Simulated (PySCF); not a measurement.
# CrF₂O₂: electronic structure

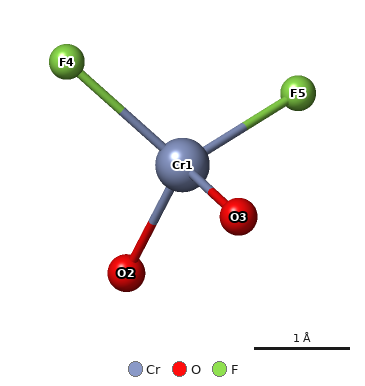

The molecule, with its atoms numbered as below. No frequency check shows the geometry to be a minimum.

Geometry (Å), atoms numbered from 1:

```
Cr1      0.0000    0.0557    0.0000
O2       0.0028    0.9270   -1.2799
O3      -0.0028    0.9271    1.2798
F4       1.3718   -0.8983    0.0023
F5      -1.3719   -0.8983   -0.0023
```

## 1. Bonding charge

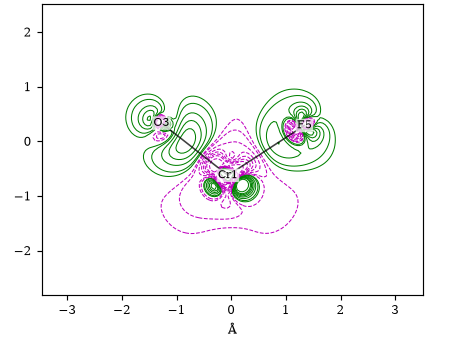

Deformation density (molecule less spherical, spin-averaged free atoms) in the plane of Cr1, O3 and F5; contours at ±0.05 to ±0.8 e/Å³; solid green lines: gain, dashed magenta lines: loss.

Method: B3LYP/def2-TZVP; geometry: GFN2-xTB; program: PySCF. This is a single-reference result, which may miss multireference character in this system.

**How much density has each bond in this plane gained at its critical point, relative to the free atoms?**

Cr1–O3: +0.38 e/Å³ at the bond critical point (bond length 1.55 Å, Mayer order 1.9). Cr1–F5: +0.13 e/Å³ at the bond critical point (bond length 1.67 Å, Mayer order 0.8). In all, 1.3 electrons gather in the regions of gain relative to the promolecule. A small or negative value marks a very polar bond, one between electron-rich atoms, whose free-atom densities already overlap strongly, a long bond to a heavier atom, or a closed-shell contact such as a hydrogen bond.

**Where do the Hirshfeld charges lie?**

The highest Hirshfeld charge is on Cr1 (+0.69 e), the lowest on O2 and O3 (−0.19 e).

## 2. Bond critical points

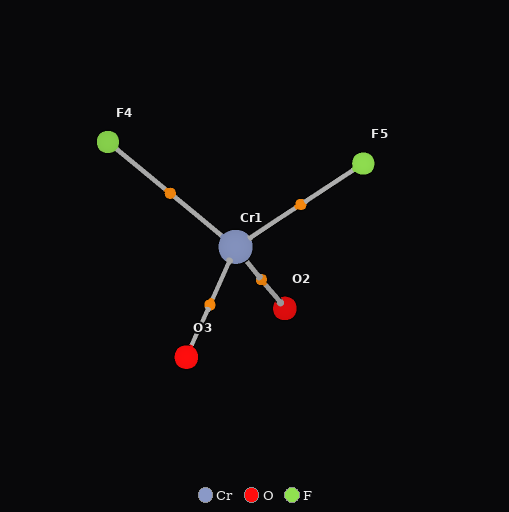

Molecular graph of the electron density (QTAIM): bond paths, bond critical points (orange), ring points (yellow, if any); weak paths are dashed.

**How many critical points of each kind are there, and does the count close?**

5 nuclei, 4 bond, 0 ring and 0 cage critical points: 5 − 4 + 0 − 0 = 1, as the Poincaré–Hopf relation requires.

**Give the properties at the bond critical points.**

| bond | length (Å) | ρ (a.u.) | ∇²ρ (a.u.) | ε | H (a.u.) |
| --- | --- | --- | --- | --- | --- |
| Cr1–O3 (2 alike) | 1.548 | 0.306 | +1.12 | 0.02 | −0.214 |
| Cr1–F4 (2 alike) | 1.671 | 0.194 | +1.08 | 0.00 | −0.064 |

**What kind of interaction is Cr1–F4?**

Polar or intermediate (positive Laplacian, negative energy density H): ρ = 0.194, ∇²ρ = +1.08, H = −0.064 a.u.

## 3. Local ionisation energy

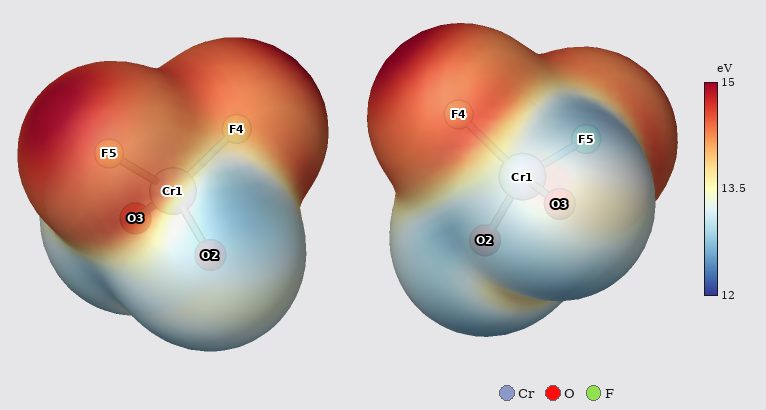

Average local ionisation energy on the surface of electron density 0.001 a.u. (back view left, front view right).

**Locate the minima of the map.**

The lowest value is 12.6 eV, 1.8 Å from O2, and at like points elsewhere. Further minima include 12.6 eV, 1.8 Å from O2, and at like points elsewhere; 12.7 eV, off the Cr1–O2 bond (2.1 Å from its atoms), and at like points elsewhere. For comparison, the highest occupied orbital lies at −10.2 eV.

## 4. Excited states

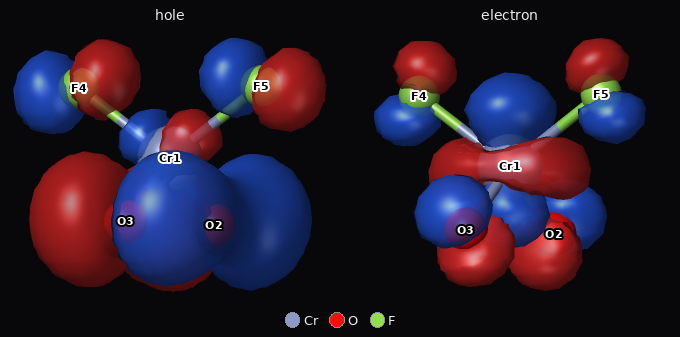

Leading natural transition orbital pair of S₃ (TDA singlet states); the surfaces enclose about 85 % of each orbital's density.

Method: CAM-B3LYP/def2-SVPD; geometry: GFN2-xTB; program: PySCF. This is a single-reference result, which may miss multireference character in this system.

**Give its energy, strength and character.**

4.14 eV (299 nm), f = 0.005, ligand-to-metal charge transfer; the leading pair carries 96 %; hole on O2 and O3 (35 % each), Cr1 (17 %) and F4 and F5 (6 % each), electron on Cr1 (65 %), O2 and O3 (11 % each) and F4 and F5 (7 % each); their centroids lie 0.5 Å apart; S₄ lies within 0.1 eV of it. In canonical orbitals it is mainly HOMO−1 → LUMO (93 %). The HOMO–LUMO gap is 7.93 eV.
